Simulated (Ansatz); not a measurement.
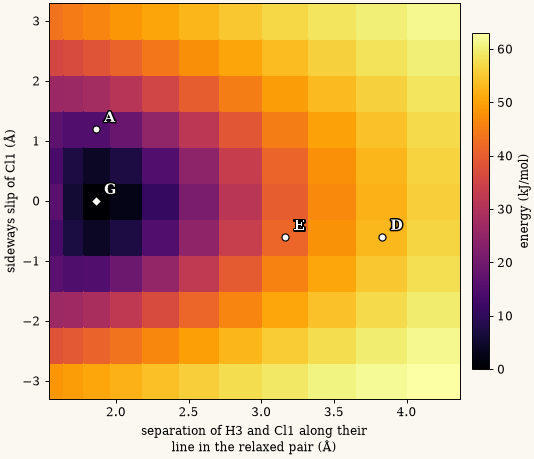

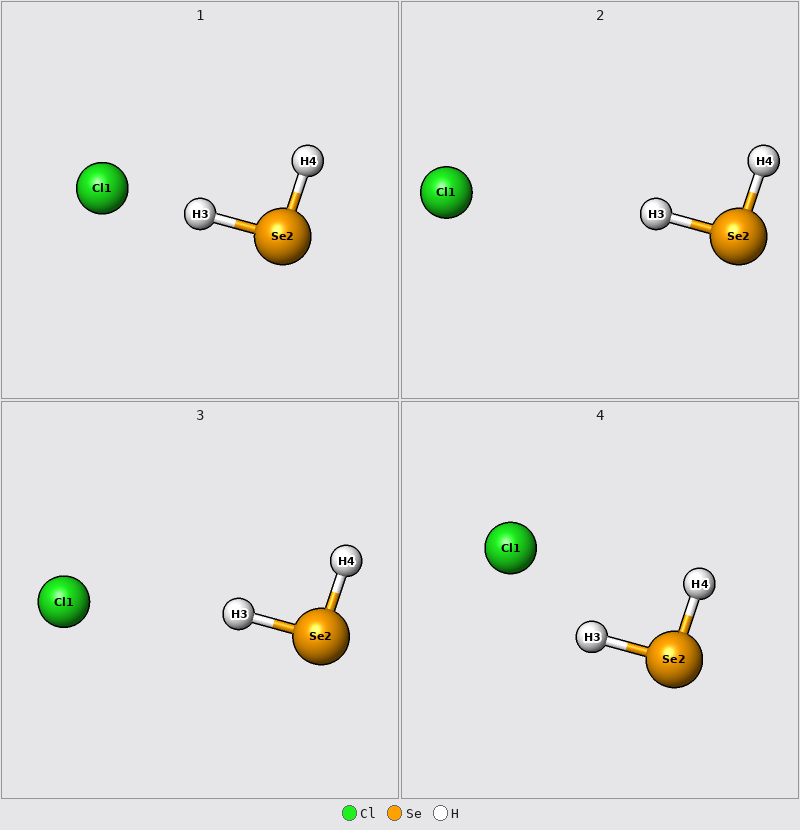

The pair Cl···H₂Se, charge −1. The first coordinate is: separation of H3 and Cl1 along their line in the relaxed pair; the second: sideways slip of Cl1. Nothing is relaxed (both partners rigid). Grid: 11 × 11 points. Points are written as (first, second). Energies: kJ/mol, counted from the lowest grid point. Method: RKS CAM-B3LYP-D4/def2-TZVPD (Ansatz 0.2.0).

Drawn: one coloured cell a grid point, lettered points. The numbered pictures are the structures at these points, in random order.

Which structure belongs to which point?

A is structure 4: (1.862 Å, 1.2 Å), 15.1 kJ/mol; D is structure 2: (3.832 Å, −0.6 Å), 52.8 kJ/mol; E is structure 3: (3.166 Å, −0.6 Å), 41.6 kJ/mol; G is structure 1: (1.862 Å, 0.0 Å), 0.0 kJ/mol.
